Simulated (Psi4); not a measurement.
# M06-2X/aug-cc-pVDZ run of [BF4]− (tetrafluoroborate)

Aim: the energy change on altering one bond length of [BF4]− (tetrafluoroborate) at M06-2X/aug-cc-pVDZ, from 2 runs. 

Program for the calculation: Psi4 1.11.

2 further runs of the same task are left out: 2 set aside as unsound or not needed.

## (1) The molecule

[BF4]− has 5 atoms, charge -1, and is taken as a singlet. As SMILES, `F[B-](F)(F)F`. Geometry: relaxed at PBE0-D4/def2-TZVPD.

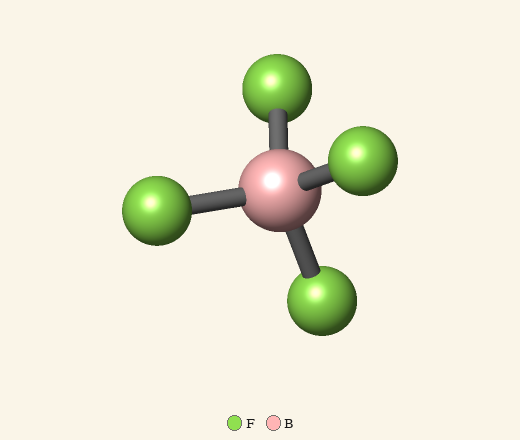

The structure, seen from a chosen angle (fluorine green, boron pink).

## (2) Energy and forces at M06-2X/aug-cc-pVDZ

The input, job.in:

```
memory 1600 MB

molecule molecule1 {
  -1 1
  F     -0.057100    -0.040200     1.404000
  B      0.000000     0.000000     0.000100
  F      0.948900    -0.931000    -0.457200
  F     -1.262500    -0.319100    -0.529700
  F      0.370700     1.290300    -0.417200
  units angstrom
  symmetry c1
  no_reorient
  no_com
}

set globals {
  puream true
  e_convergence 1e-09
  d_convergence 1e-08
  scf_type pk
  dft_radial_points 99
  dft_spherical_points 590
}

gradient('m06-2x/aug-cc-pVDZ')
print_variables()
```

Run with:

```bash
psi4 -n 1 job.in job.out
```

job.out:

```text
[...]
  Running in c1 symmetry.
[...]
  Nuclear repulsion =  179.786669064899513
[...]
  Multiplicity = 1
[...]
  Nalpha       = 21
  Nbeta        = 21
[...]
    Number of basis functions: 115
[...]
   @RKS iter   1:  -424.31320976872917   -9.74863e-01   5.66469e-03 ADIIS/DIIS
[...]
   @RKS iter   9:  -424.45934597557743   -7.40101e-11   3.57949e-09 DIIS
[...]
    Orbital Energies [Eh]
    ---------------------
    Doubly Occupied:
       1A    -25.017824     2A    -25.017796     3A    -25.017791
       4A    -25.017788     5A     -6.955988     6A     -1.143850
       7A     -1.086400     8A     -1.086338     9A     -1.086328
      10A     -0.456198    11A     -0.392457    12A     -0.392437
      13A     -0.392432    14A     -0.307335    15A     -0.307333
      16A     -0.279080    17A     -0.279059    18A     -0.279058
      19A     -0.249806    20A     -0.249803    21A     -0.249781
[...]
  @RKS Final Energy:  -424.45934597557743
   => Energetics <=
    Nuclear Repulsion Energy =            179.7866690648995132
    One-Electron Energy =                -959.5707874112724767
    Two-Electron Energy =                 377.4828448559889011
    DFT Exchange-Correlation Energy =     -22.1580724851934505
    Empirical Dispersion Energy =           0.0000000000000000
    VV10 Nonlocal Energy =                  0.0000000000000000
    Total Energy =                       -424.4593459755774347
[...]
 Multipole Moments:
 ------------------------------------------------------------------------------------
     Multipole            Electronic (a.u.)      Nuclear  (a.u.)        Total (a.u.)
 ------------------------------------------------------------------------------------
 L = 1.  Multiply by 2.5417464519 to convert [e a0] to [Debye]
 Dipole X            :          0.0000363           -0.0000000            0.0000363
 Dipole Y            :         -0.0000704            0.0000000           -0.0000704
 Dipole Z            :          0.0012626           -0.0007559            0.0005068
 Magnitude           :                                                    0.0005129
[...]
  -Total Gradient:
     Atom            X                  Y                   Z
    ------   -----------------  -----------------  -----------------
       1        0.000318158777     0.000202111531    -0.007240694433
       2        0.000007391385    -0.000016299458     0.000112160693
       3       -0.004828586580     0.004826131757     0.002358272299
       4        0.006410680182     0.001637357360     0.002712247099
       5       -0.001888833209    -0.006569758512     0.002103143125
[...]
```

Run time: 35 s. Hardware: 1 thread of AMD EPYC 9R45 (Zen 5), shared host; peak memory 0.68 GiB.

## (3) The distorted shape: the energy at M06-2X/aug-cc-pVDZ

The input, input.in:

```
memory 1600 mb

molecule mol {
  -1 1
  F     -0.085652    -0.060301     2.105996
  B      0.000000     0.000000     0.000100
  F      0.948900    -0.931000    -0.457200
  F     -1.262500    -0.319100    -0.529700
  F      0.370700     1.290300    -0.417200
  units angstrom
  symmetry c1
}

set {
  basis                aug-cc-pVDZ
  puream               true
  e_convergence        1e-09
  d_convergence        1e-08
  scf_type             pk
  dft_radial_points    99
  dft_spherical_points 590
}

e = energy('m06-2x')
```

Run with:

```bash
psi4 -n 1 input.in input.out
```

input.out:

```text
[...]
  Running in c1 symmetry.
[...]
  Nuclear repulsion =  162.495189860720927
[...]
  Multiplicity = 1
[...]
  Nalpha       = 21
  Nbeta        = 21
[...]
    Number of basis functions: 115
[...]
   @RKS iter   1:  -424.19889288748777   -1.21883e+00   6.16326e-03 ADIIS/DIIS
[...]
   @RKS iter  11:  -424.37737247286361   -1.98952e-12   9.61586e-09 DIIS
[...]
    Orbital Energies [Eh]
    ---------------------
    Doubly Occupied:
       1A    -25.075718     2A    -25.075711     3A    -25.075705
       4A    -24.956361     5A     -7.047079     6A     -1.182564
       7A     -1.137874     8A     -1.137863     9A     -0.971999
      10A     -0.494217    11A     -0.430031    12A     -0.430028
      13A     -0.389208    14A     -0.343605    15A     -0.343602
      16A     -0.315285    17A     -0.315279    18A     -0.300071
      19A     -0.210420    20A     -0.197785    21A     -0.197785
[...]
  @RKS Final Energy:  -424.37737247286361
   => Energetics <=
    Nuclear Repulsion Energy =            162.4951898607209273
    One-Electron Energy =                -924.1719664270831345
    Two-Electron Energy =                 359.3723804087575218
    DFT Exchange-Correlation Energy =     -22.0729763152589946
    Empirical Dispersion Energy =           0.0000000000000000
    VV10 Nonlocal Energy =                  0.0000000000000000
    Total Energy =                       -424.3773724728636125
[...]
 Multipole Moments:
 ------------------------------------------------------------------------------------
     Multipole            Electronic (a.u.)      Nuclear  (a.u.)        Total (a.u.)
 ------------------------------------------------------------------------------------
 L = 1.  Multiply by 2.5417464519 to convert [e a0] to [Debye]
 Dipole X            :          0.0573009           -0.0025375            0.0547634
 Dipole Y            :          0.0402645           -0.0017864            0.0384780
 Dipole Z            :         -1.4084085            0.0623444           -1.3460641
 Magnitude           :                                                    1.3477271
[...]
```

It took 30 s on 1 thread of AMD EPYC 9R45 (Zen 5), shared host; peak memory 0.7 GiB.

## (4) Summary of results

At M06-2X/aug-cc-pVDZ:

```
                                                              quantity          value
                                             first shape: total energy  -424.45935 Eh
                                              first shape: HOMO energy       -6.80 eV
                                              first shape: LUMO energy        4.07 eV
    first shape: HOMO–LUMO gap (to an unbound level, set by the basis)       10.87 eV
                                 first shape: largest force on an atom     0.373 eV/Å
                                         distorted shape: total energy  -424.37737 Eh
                                          distorted shape: HOMO energy       -5.38 eV
                                          distorted shape: LUMO energy        3.83 eV
distorted shape: HOMO–LUMO gap (to an unbound level, set by the basis)        9.21 eV
     energy change with the F1–B2 bond stretched from 1.406 to 2.108 Å       2.231 eV
```

With the F1–B2 bond stretched from 1.406 to 2.108 Å the energy rises by 2.23 eV (215 kJ/mol). The first shape isn't relaxed at this level, so the change isn't measured from a minimum. The largest force (first shape) is 0.37 eV/Å: the shape isn't a stationary point for this species at this level.
